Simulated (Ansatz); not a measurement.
Molecular dynamics, with input and output: CH6B2 (part 1 of 2)

- system: CH6B2, SMILES BBC
- method: RKS PBE0-D4/def2-SVP (Ansatz 0.2.0)

Some settings of this run were made unusual or wrong on purpose. Figures and captions count atoms from 1; the log counts them from 0 in places.

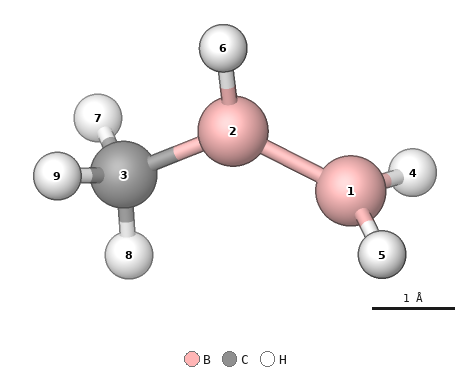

The starting structure (ball-and-stick view, seen at a tilt; atoms are numbered from 1 in the order of the input).

Input:
```yaml
crystal:
  periodic: [false, false, false]
  atoms:
    - {symbol: B, position_ang: [-0.639480, 0.815160, -1.219410]}
    - {symbol: B, position_ang: [-0.265240, 0.414730, 0.308890]}
    - {symbol: C, position_ang: [0.632890, -0.821550, 0.727280]}
    - {symbol: H, position_ang: [-1.589800, 0.402260, -1.771490]}
    - {symbol: H, position_ang: [0.005340, 1.561130, -1.857170]}
    - {symbol: H, position_ang: [-0.674030, 1.042820, 1.220550]}
    - {symbol: H, position_ang: [0.011880, -1.542440, 1.259930]}
    - {symbol: H, position_ang: [1.107460, -1.346710, -0.098120]}
    - {symbol: H, position_ang: [1.410980, -0.525410, 1.429530]}
basis:
  gaussian: {orbitals: def2-SVP}
hamiltonian: {xc: pbe0, dispersion: d4}
md: {n_steps: 30, timestep: 4, temperature: 300, ensemble: nvt_nose_hoover, seed: 39, initial_velocities: maxwell_boltzmann}
```

Run as:
```bash
ansatz run in.yaml --threads 2 --pin off --events-out ev --progress --plain --max-ram 3481MiB
```

Log:
```
Functional definition: PBE0
  name "PBE0"
  cite "Adamo & Barone, J. Chem. Phys. 110, 6158 (1999) doi:10.1063/1.478522"
  cite "Perdew, Burke & Ernzerhof, Phys. Rev. Lett. 77, 3865 (1996) doi:10.1103/PhysRevLett.77.3865"
  parent pbe
  parameter a = 0.25
  parameter kappa = 0.804
  parameter beta = 0.06672455060314922
  exchange = (1 - a)*pbe_x(kappa = kappa, mu = beta*pi^2/3) + a*exact_x
  correlation = pbe_c(beta = beta)
820 factors; integrals over basis functions are off by at most 3.0e-4 eV
mean field evaluation 1: about -2476.5511 eV, gradient 3.9e1 eV
mean field evaluation 2: about -2476.2415 eV, gradient 4.0e1 eV
mean field evaluation 4: about -2480.5399 eV, gradient 7.3e-1 eV
mean field evaluation 8: about -2480.5396 eV, gradient 6.1e-3 eV
mean field -2480.53964264 eV, -91.1581504967 hartree, gradient 4.0e-5 eV, S^2 0.000000; 0 other end points of the search recorded, 0 dependent functions left out
the calculation of the forces begins
reference -2480.53966888 eV, -91.1581514612 hartree; 11, 11 occupied and 61, 61 virtual orbitals, 820 factors
md step     0: t =     0.00 fs  T =   300.0 K  F+E_penalty+E_count = -2480.62896846 eV  E_kin = 0.271446 eV  conserved = -2480.35752246 eV  (22 SCF iters)
these checks for a lower state are left out or cut short: starts, cluster_reference, orbital_swaps, neighbouring_geometries, increment
820 factors; integrals over basis functions are off by at most 3.1e-4 eV
mean field evaluation 16: about -2480.2808 eV, gradient 1.2e-1 eV
mean field -2480.28094949 eV, -91.1486436991 hartree, gradient 1.2e-5 eV, S^2 0.000000; 0 other end points of the search recorded, 0 dependent functions left out
the calculation of the forces begins
reference -2480.28097569 eV, -91.1486446618 hartree; 11, 11 occupied and 61, 61 virtual orbitals, 820 factors
md step     1: t =     4.00 fs  T =   235.6 K  F+E_penalty+E_count = -2480.36949488 eV  E_kin = 0.213202 eV  conserved = -2480.15631113 eV  (27 SCF iters, 7 dispersion substeps)
[... from here on the SCF iterations and repeated set-up lines of each step are left out, up to the last step ...]
md step     2: t =     8.00 fs  T =  1671.3 K  F+E_penalty+E_count = -2479.13269498 eV  E_kin = 1.512249 eV  conserved = -2477.61826656 eV  (26 SCF iters, 7 dispersion substeps)
md step     3: t =    12.00 fs  T =  4687.9 K  F+E_penalty+E_count = -2470.77864108 eV  E_kin = 4.241682 eV  conserved = -2466.47195675 eV  (32 SCF iters, 11 dispersion substeps)
md step     4: t =    16.00 fs  T =   481.3 K  F+E_penalty+E_count = -2467.51547681 eV  E_kin = 0.435454 eV  conserved = -2466.89841978 eV  (34 SCF iters, 17 dispersion substeps)
md step     5: t =    20.00 fs  T =  2296.9 K  F+E_penalty+E_count = -2469.10366763 eV  E_kin = 2.078324 eV  conserved = -2466.75975287 eV  (31 SCF iters, 17 dispersion substeps)
md step     6: t =    24.00 fs  T = 44426.4 K  F+E_penalty+E_count = -2466.84262030 eV  E_kin = 40.197911 eV  conserved = -2421.96087031 eV  (32 SCF iters, 17 dispersion substeps)
md step     7: t =    28.00 fs  T = 317032.8 K  F+E_penalty+E_count = -2451.09931677 eV  E_kin = 286.857608 eV  conserved = -1889.72978522 eV  (45 SCF iters, 47 dispersion substeps)
md step     8: t =    32.00 fs  T = 338845.4 K  F+E_penalty+E_count = -2462.22867351 eV  E_kin = 306.594109 eV  conserved = -1236.30970992 eV  (56 SCF iters, 69 dispersion substeps)
md step     9: t =    36.00 fs  T = 68689.9 K  F+E_penalty+E_count = -2461.11827729 eV  E_kin = 62.151954 eV  conserved = -1236.20813028 eV  (66 SCF iters, 87 dispersion substeps)
md step    10: t =    40.00 fs  T = 21918.2 K  F+E_penalty+E_count = -2461.77397503 eV  E_kin = 19.832059 eV  conserved = -1236.31889286 eV  (213 SCF iters, 87 dispersion substeps)
md step    11: t =    44.00 fs  T =  8834.2 K  F+E_penalty+E_count = -2461.83317928 eV  E_kin = 7.993323 eV  conserved = -1236.39605565 eV  (112 SCF iters, 87 dispersion substeps)
md step    12: t =    48.00 fs  T =  4287.8 K  F+E_penalty+E_count = -2462.07091788 eV  E_kin = 3.879705 eV  conserved = -1236.48287660 eV  (56 SCF iters, 87 dispersion substeps)
md step    13: t =    52.00 fs  T =  2373.2 K  F+E_penalty+E_count = -2462.19208704 eV  E_kin = 2.147312 eV  conserved = -1236.45104912 eV  (49 SCF iters, 87 dispersion substeps)
md step    14: t =    56.00 fs  T =  1670.0 K  F+E_penalty+E_count = -2462.61969107 eV  E_kin = 1.511019 eV  conserved = -1236.48691544 eV  (50 SCF iters, 87 dispersion substeps)
md step    15: t =    60.00 fs  T =  1901.9 K  F+E_penalty+E_count = -2462.34234855 eV  E_kin = 1.720885 eV  conserved = -1235.15459392 eV  (51 SCF iters, 87 dispersion substeps)
md step    16: t =    64.00 fs  T =  3187.6 K  F+E_penalty+E_count = -2460.59562909 eV  E_kin = 2.884168 eV  conserved = -1231.09680363 eV  (53 SCF iters, 87 dispersion substeps)
md step    17: t =    68.00 fs  T =   924.8 K  F+E_penalty+E_count = -2459.41413609 eV  E_kin = 0.836805 eV  conserved = -1231.14545736 eV  (52 SCF iters, 87 dispersion substeps)
md step    18: t =    72.00 fs  T =   802.4 K  F+E_penalty+E_count = -2459.64737829 eV  E_kin = 0.726045 eV  conserved = -1231.15209899 eV  (141 SCF iters, 87 dispersion substeps)
md step    19: t =    76.00 fs  T =  1661.4 K  F+E_penalty+E_count = -2460.89958475 eV  E_kin = 1.503300 eV  conserved = -1231.15613081 eV  (51 SCF iters, 87 dispersion substeps)
md step    20: t =    80.00 fs  T =  2020.5 K  F+E_penalty+E_count = -2462.41146013 eV  E_kin = 1.828167 eV  conserved = -1231.67692274 eV  (56 SCF iters, 87 dispersion substeps)
md step    21: t =    84.00 fs  T =  1876.7 K  F+E_penalty+E_count = -2462.28941135 eV  E_kin = 1.698069 eV  conserved = -1231.00193616 eV  (48 SCF iters, 87 dispersion substeps)
md step    22: t =    88.00 fs  T =  3512.7 K  F+E_penalty+E_count = -2464.01878566 eV  E_kin = 3.178400 eV  conserved = -1230.28556663 eV  (40 SCF iters, 87 dispersion substeps)
md step    23: t =    92.00 fs  T =  3122.0 K  F+E_penalty+E_count = -2464.68706561 eV  E_kin = 2.824849 eV  conserved = -1230.13632221 eV  (40 SCF iters, 87 dispersion substeps)
md step    24: t =    96.00 fs  T =  3309.0 K  F+E_penalty+E_count = -2465.99880102 eV  E_kin = 2.994087 eV  conserved = -1230.11791360 eV  (45 SCF iters, 87 dispersion substeps)
md step    25: t =   100.00 fs  T =  4777.7 K  F+E_penalty+E_count = -2467.10323770 eV  E_kin = 4.322943 eV  conserved = -1228.37896037 eV  (40 SCF iters, 87 dispersion substeps)
md step    26: t =   104.00 fs  T =  9287.3 K  F+E_penalty+E_count = -2456.85082292 eV  E_kin = 8.403351 eV  conserved = -1211.18110944 eV  (43 SCF iters, 87 dispersion substeps)
md step    27: t =   108.00 fs  T = 120619.2 K  F+E_penalty+E_count = -2446.70534194 eV  E_kin = 109.138688 eV  conserved = -1038.38635452 eV  (51 SCF iters, 87 dispersion substeps)
md step    28: t =   112.00 fs  T = 176423.1 K  F+E_penalty+E_count = -2450.42378680 eV  E_kin = 159.631190 eV  conserved = -724.34551851 eV  (131 SCF iters, 87 dispersion substeps)
md step    29: t =   116.00 fs  T = 38542.6 K  F+E_penalty+E_count = -2449.91238278 eV  E_kin = 34.874091 eV  conserved = -724.31162659 eV  (85 SCF iters, 87 dispersion substeps)
these checks for a lower state are left out or cut short: starts, cluster_reference, orbital_swaps, neighbouring_geometries, increment
808 factors; integrals over basis functions are off by at most 5.2e-4 eV
mean field evaluation 384: about -2449.7517 eV, gradient 5.6e0 eV
mean field -2449.91479370 eV, -90.0327080567 hartree, gradient 1.7e-6 eV, S^2 0.000000; 0 other end points of the search recorded, 0 dependent functions left out
the calculation of the forces begins
reference -2449.91487013 eV, -90.0327108654 hartree; 11, 11 occupied and 61, 61 virtual orbitals, 808 factors
808 factors; integrals over basis functions are off by at most 5.2e-4 eV
mean field evaluation 416: about -2449.7918 eV, gradient 3.3e0 eV
mean field evaluation 448: about -2449.6429 eV, gradient 5.7e0 eV
mean field evaluation 480: about -2440.3937 eV, gradient 1.0e1 eV
mean field evaluation 512: about -2449.9008 eV, gradient 5.1e-1 eV
mean field -2449.91479370 eV, -90.0327080567 hartree, gradient 1.7e-6 eV, S^2 0.000000; 10 other end points of the search recorded, 0 dependent functions left out
the calculation of the forces begins
reference -2449.91487013 eV, -90.0327108654 hartree; 11, 11 occupied and 61, 61 virtual orbitals, 808 factors
md step    30: t =   120.00 fs  T = 12727.1 K  F+E_penalty+E_count = -2449.98062736 eV  E_kin = 11.515760 eV  conserved = -724.37169014 eV  (661 SCF iters, 87 dispersion substeps)
```

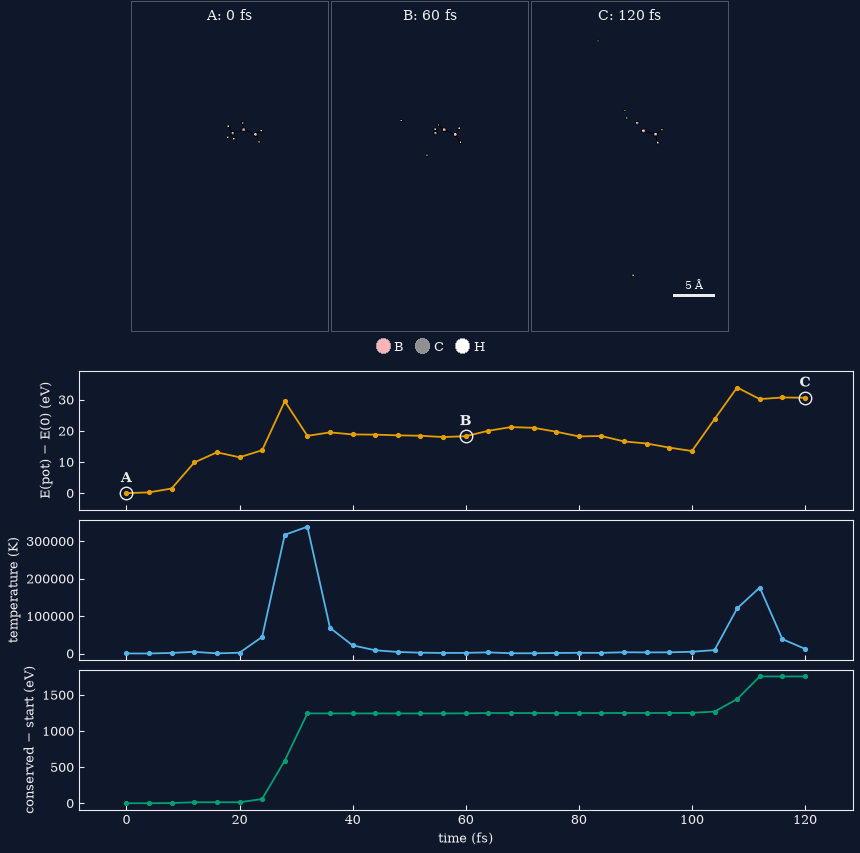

Frames of the molecular dynamics (ball-and-stick, seen at a tilt) above the curves, on which the letters mark them. The trajectory kept here has 31 frames over 120 fs. The temperature starts at 300 K, ranges from 236 to 338845 K and averages 24044 K over the second half. The potential energy ends 30.648 eV above its first value. The conserved quantity stays within 1800 eV. After an unweighted best fit of the last frame on the first, the root-mean-square displacement is 11.42 Å, and H9 has moved furthest (24.66 Å).

```
Total energy: -2449.98070379 eV, -90.0351302076 hartree
Atom 0 at    -0.586844     1.010174    -1.385807 Å, force    -0.312821    -2.858130     0.070573 eV/Å
Atom 1 at    -0.008310     0.068445    -0.110209 Å, force     0.984487     0.893659     0.970493 eV/Å
Atom 2 at     2.460759     2.050456    -0.010111 Å, force    -0.923716    -0.884828    -0.210278 eV/Å
Atom 3 at    -1.100252     0.152219    -2.138893 Å, force     0.588296     0.658947    -0.075918 eV/Å
Atom 4 at    -0.822604     2.115547    -1.489230 Å, force    -0.351416     1.890896    -0.060649 eV/Å
Atom 5 at    -0.105763    -1.346131     2.897303 Å, force     0.015435     0.296301    -0.697630 eV/Å
Atom 6 at    -9.850888    -9.751057     8.787378 Å, force    -0.002888    -0.001572     0.005916 eV/Å
Atom 7 at     3.478153   -10.483538   -14.266014 Å, force    -0.000724     0.002715     0.003904 eV/Å
Atom 8 at   -16.426956   -13.695007    21.458178 Å, force     0.003348     0.002011    -0.006411 eV/Å
Dipole moment:     1.090544     2.015615    -0.892998 e Å
```

Trajectory as extended XYZ (Å, eV, eV/Å), 31 frames, from step=0 to step=30:
```
9
Properties=species:S:1:pos:R:3:forces:R:3 step=0 time_fs=0.0 energy=-2480.62897 temperature=300.0
B    -0.6395    0.8152   -1.2194    0.0185   0.0123   0.4029
B    -0.2652    0.4147    0.3089    0.6581  -0.9360   0.1000
C     0.6329   -0.8216    0.7273   -0.1630   0.4293  -0.5456
H    -1.5898    0.4023   -1.7715   -0.8115  -0.4182  -0.4303
H     0.0053    1.5611   -1.8572    0.6102   0.6181  -0.4990
H    -0.6740    1.0428    1.2206   -0.4119   0.6054   0.6338
H     0.0119   -1.5424    1.2599   -0.3524  -0.2622   0.2950
H     1.1075   -1.3467   -0.0981    0.1817  -0.2477  -0.3274
H     1.4110   -0.5254    1.4295    0.2703   0.1990   0.3706
9
Properties=species:S:1:pos:R:3:forces:R:3 step=1 time_fs=4.0 energy=-2480.36949 temperature=235.6
B    -0.6465    0.8321   -1.2069   -1.0694   0.0965  -2.0027
B    -0.2568    0.3929    0.2845    0.3184  -0.3632   1.3601
C     0.6370   -0.8271    0.7491    1.2574  -1.2028   0.2704
H    -1.6445    0.4865   -1.8890    0.4918  -0.0495   0.8319
H    -0.0499    1.5981   -1.9283    0.3887   0.1997   0.2672
H    -0.7362    1.0932    1.1709    0.0436  -0.0455  -0.0835
H    -0.0223   -1.5713    1.3747    1.0698   1.1070  -1.1662
H     1.1511   -1.3610   -0.1537   -0.9569   0.5091   1.6119
H     1.5095   -0.5358    1.4760   -1.5433  -0.2513  -1.0891
9
Properties=species:S:1:pos:R:3:forces:R:3 step=2 time_fs=8.0 energy=-2479.13269 temperature=1671.3
B    -0.6689    0.8505   -1.2229    0.7915   0.7708  -1.2496
B    -0.2437    0.3659    0.2795   -0.0830   0.2523   0.7022
C     0.6572   -0.8482    0.7743   -4.6844   6.2282  -2.2815
H    -1.6238    0.5632   -1.8791   -0.6335  -0.4184   0.1404
H    -0.0456    1.6657   -1.9585   -0.1105  -0.4344   0.9255
H    -0.7917    1.1366    1.1085    0.3836  -0.4761  -0.2457
H     0.1076   -1.4305    1.3109   -4.0791  -4.3051   3.6605
H     1.0482   -1.2973    0.0378    3.0781  -4.0853  -6.1853
H     1.3715   -0.5847    1.3555    5.3372   2.4681   4.5334
9
Properties=species:S:1:pos:R:3:forces:R:3 step=3 time_fs=12.0 energy=-2470.77864 temperature=4687.9
B    -0.6798    0.8798   -1.2568   -0.3978  -1.3027   0.6399
B    -0.2319    0.3426    0.2846   -0.7810   0.7768  -1.4084
C     0.6173   -0.7892    0.7702    2.5593  -3.9763   1.8484
H    -1.7001    0.5757   -1.8477   -0.0026  -0.1233   0.3228
H    -0.0582    1.6665   -1.8470    0.8227   0.9591  -0.4328
H    -0.7884    1.1070    1.0087   -0.1405   0.3455   0.8792
H    -0.3871   -1.9488    1.8073    2.2857   2.6162  -2.3596
H     1.4165   -1.8587   -0.7177   -1.3573   1.8214   2.9074
H     2.0505   -0.2559    1.9290   -2.9884  -1.1166  -2.3969
9
Properties=species:S:1:pos:R:3:forces:R:3 step=4 time_fs=16.0 energy=-2467.51548 temperature=481.3
B    -0.6962    0.8901   -1.2809    0.9884   0.5709   0.2223
B    -0.2314    0.3307    0.2697   -1.1217   1.2916  -0.5097
C     0.6106   -0.7818    0.7897    1.3897  -2.8896   1.7525
H    -1.7753    0.5692   -1.7679    0.4322   0.1658   0.0344
H     0.0542    1.8129   -1.8034   -1.0572  -1.2023   0.5455
H    -0.8064    1.1304    1.0441    0.4262  -0.4266  -0.1249
H    -0.5263   -2.0611    1.9368    1.8566   2.1702  -1.9482
H     1.5723   -2.1337   -1.0185   -0.7890   1.1535   1.7330
H     2.2640   -0.1024    2.1286   -2.1251  -0.8336  -1.7050
9
Properties=species:S:1:pos:R:3:forces:R:3 step=5 time_fs=20.0 energy=-2469.10367 temperature=2296.9
B    -0.6982    0.9082   -1.3012    0.0720  -0.9844   2.0922
B    -0.2466    0.3374    0.2480    0.3658  -0.3778  -0.4140
C     0.6218   -0.8113    0.8308   -0.2386  -1.9067   2.1738
H    -1.7831    0.5880   -1.6854   -0.1494   0.0650  -0.5506
H     0.0036    1.7733   -1.6786    0.2984   0.5712  -0.7441
H    -0.7596    1.0887    1.0596    0.0640   0.0644   0.2200
H    -0.3811   -1.8426    1.7687    2.7236   2.6359  -2.4771
H     1.6044   -2.2264   -1.0488   -0.7245   1.1041   1.6271
H     2.1505   -0.0794    2.0649   -2.4115  -1.1717  -1.9272
9
Properties=species:S:1:pos:R:3:forces:R:3 step=6 time_fs=24.0 energy=-2466.84262 temperature=44426.4
B    -0.6991    0.9118   -1.2914   -0.1708  -0.2188   1.4590
B    -0.2562    0.3385    0.2213    1.6351  -1.1758   0.1872
C     0.6296   -0.8638    0.8978   39.4388  34.3375 -28.2884
H    -1.8130    0.6158   -1.6885    0.3653   0.1527  -0.3997
H    -0.0003    1.8211   -1.6701   -0.1196  -0.0312  -0.5276
H    -0.7048    1.0582    1.1077   -0.1485   0.0171  -0.0145
H     0.1679   -1.2359    1.2344  -36.6154 -31.9954  28.1890
H     1.5263   -2.1498   -0.8332   -0.9980   1.4259   2.2075
H     1.6782   -0.2333    1.7135   -3.3869  -2.5121  -2.8125
9
Properties=species:S:1:pos:R:3:forces:R:3 step=7 time_fs=28.0 energy=-2451.09932 temperature=317032.8
B    -0.7022    0.9120   -1.2637   -0.7883   0.3861  -0.4324
B    -0.2428    0.3239    0.2008    3.5030   1.7439   0.4586
C     1.1077   -0.4985    0.6176   64.3713  46.9797 -90.0439
H    -1.7867    0.6615   -1.7482    0.2375  -0.0204  -0.3207
H    -0.0206    1.8577   -1.7380   -0.3673  -0.7864   0.4425
H    -0.6789    1.0344    1.1469    0.0718  -0.6342  -0.5095
H    -4.5726   -5.2694    4.7882    0.0156   0.0141  -0.0126
H     1.3172   -1.8810   -0.3340    0.1717   3.7587   2.4305
H     0.7877   -0.7248    1.0094  -67.2153 -51.4415  87.9875
9
Properties=species:S:1:pos:R:3:forces:R:3 step=8 time_fs=32.0 energy=-2462.22867 temperature=338845.4
B    -0.7125    0.9163   -1.2535   -1.1223  -0.9802  -0.0553
B    -0.1971    0.3351    0.1949    4.0400   0.9974  -1.9165
C     2.0009    0.1622   -0.4229   -4.4638  -2.7054   2.6280
H    -1.7446    0.6837   -1.8180   -0.1292  -0.3613  -0.3052
H    -0.0749    1.7847   -1.7224    0.4165   0.8674  -0.1136
H    -0.6565    0.9470    1.1081    0.1935  -0.3898   0.9975
H    -7.1196   -7.4364    6.6975    0.0068  -0.0056  -0.0607
H     1.2249   -1.2947    0.2206    1.0653   2.5719  -1.2349
H    -7.6056   -7.0463   10.9911   -0.0068   0.0056   0.0607
```
